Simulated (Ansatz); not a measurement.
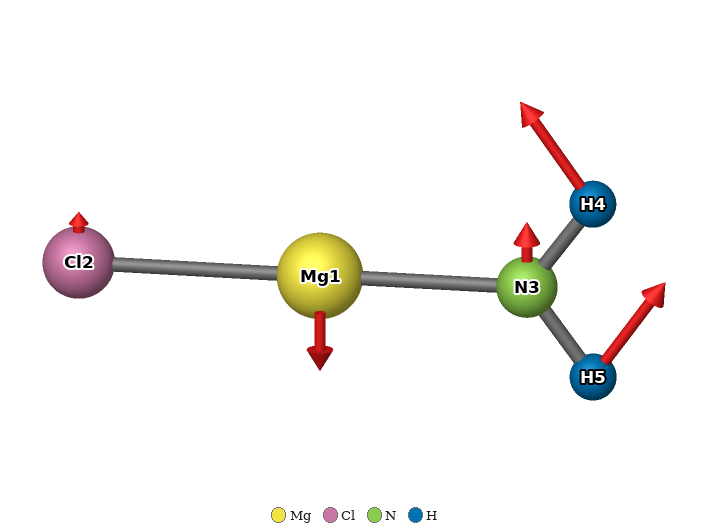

The arrows show one normal mode. Harmonic vibrations computed with RKS PBE0-D4/def2-TZVP (Ansatz 0.2.0) at a stationary point of the same level.

> At what wavenumber does it lie?

120 cm⁻¹; it is mode 1 of 9 counted from the lowest.
